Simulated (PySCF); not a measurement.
System: C3H10OSSi2 (SMILES C=COC[SiH2]S[SiH3]).

The calculation's input:

```
{"job": {"kind": "uv", "xc": "CAM-B3LYP", "basis": "def2-SVPD", "nstates": 8, "ntriplets": 3}, "charge": 0, "multiplicity": 1}
C     -1.213818    -0.437084     2.684702
C     -0.134908     0.002815     2.059207
O     -0.009181     0.373045     0.761297
C     -1.158001     0.299326    -0.068752
Si    -0.573083     0.933024    -1.770813
S      1.023213    -0.297992    -2.452112
Si     2.245170    -0.678269    -0.701637
H     -1.162546    -0.689658     3.726622
H     -2.167337    -0.560395     2.203517
H      0.816765     0.118580     2.561230
H     -1.956810     0.924488     0.343188
H     -1.530548    -0.730505    -0.108210
H     -0.118322     2.309327    -1.602343
H     -1.630966     0.785666    -2.758513
H      3.440055    -1.224119    -1.331754
H      1.595919    -1.694434     0.112969
H      2.527399     0.578215    -0.029811
```

Command:

```sh
OMP_NUM_THREADS=1 python probes_run.py task.json out
```

Geometry: GFN2-xTB.

These are results of PySCF, CAM-B3LYP/def2-SVPD, SCF density, gas phase, not measurements.

Predict the electron density and electron localisation function between the atoms.

Answer. C–C (1.32 Å): ρ is about 2.4 e/Å³ halfway; the ELF peaks at about 0.95 between the atoms: a multiple bond.
C–O (1.36 Å): ρ at the midpoint is about 2.3 e/Å³, with its minimum of 1.9 e/Å³ about 0.5 Å from C; the ELF peaks at about 0.90 between the atoms (a shared but strongly polarised pair).
C–Si (1.91 Å): the density is about 0.96 e/Å³ at the midpoint; the ELF peaks at about 1 between the atoms: a shared electron pair.
C–H (1.07 Å): the density is about 2 e/Å³ at the midpoint; the ELF climbs to about 1 towards the hydrogen, as it does in any bond to H (an ordinary covalent bond to hydrogen).

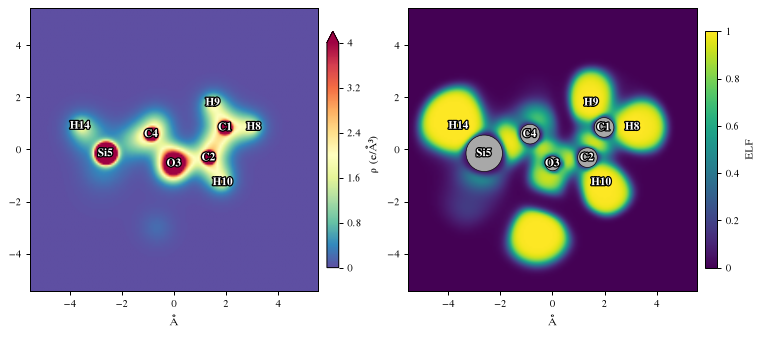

Computed electron density and electron localisation function on the plane of atoms C2, O3 and C4, in this order. Grey discs cover the atomic cores in the ELF map. 
